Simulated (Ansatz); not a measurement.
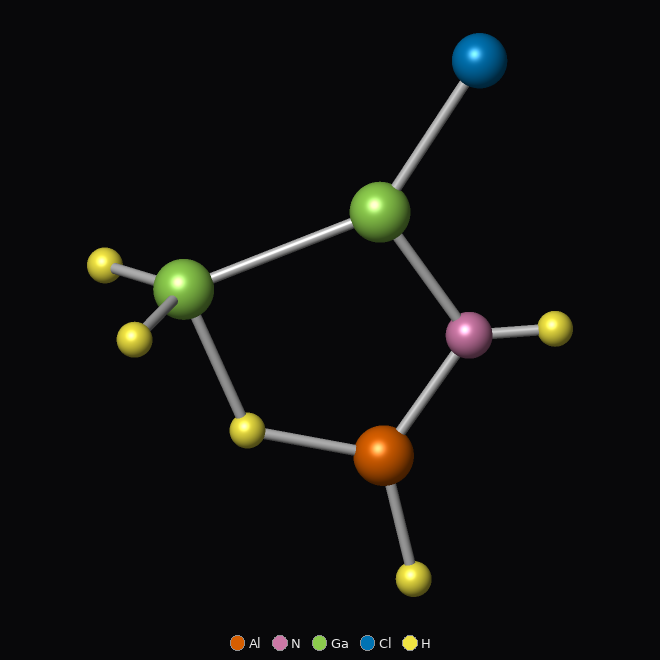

Harmonic vibrations computed with RKS PBE0-D4/def2-TZVP (Ansatz 0.2.0) at a stationary point of the same level.

### How many imaginary frequencies does it have?

A minimum: no imaginary frequency, and the lowest mode lies at 69 cm⁻¹.

### List the wavenumbers.

24 modes: 69, 96, 121, 143, 191, 224, 238, 374, 417, 448, 482, 580, 583, 641, 661, 724, 839, 931, 993, 1738, 1957, 1965, 1978, 3613 cm⁻¹.
